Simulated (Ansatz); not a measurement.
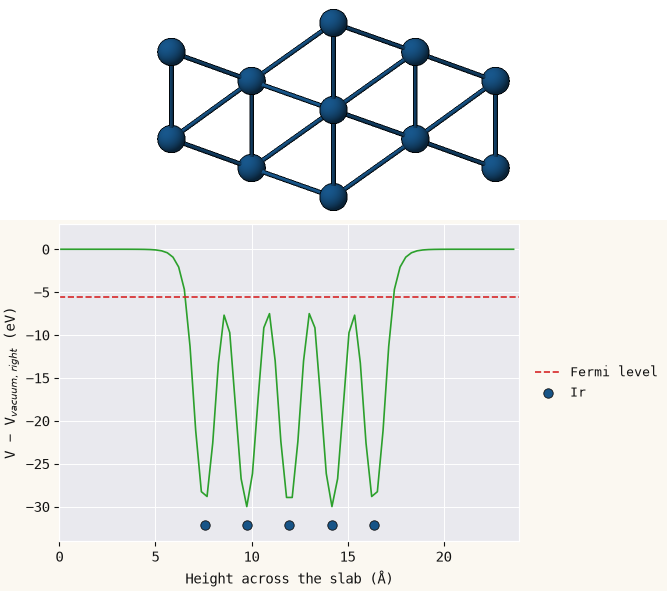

Plane-averaged electrostatic potential energy of an electron across the slab; circles at the bottom mark the heights of the atoms (positions after relaxation). The structure is drawn too.

The material is a (111) slab cut from Ir (Fm-3m), 5 atoms in the cell.

Level of theory: DFT PBE, scalar-relativistic, plane waves, PAW, no spin polarisation, 15×15×1 k mesh, 420 eV cutoff; code Ansatz.

### What is the work function?

The work function is 5.52 eV, the same on both faces. The two vacuum levels agree, so the slab has no net dipole along its normal.

### How thick are slab and vacuum?

The outermost atoms are 8.8 Å apart, which leaves 15.1 Å of vacuum in a cell 23.9 Å high.

Spin-orbit coupling is left out, which matters for Ir.
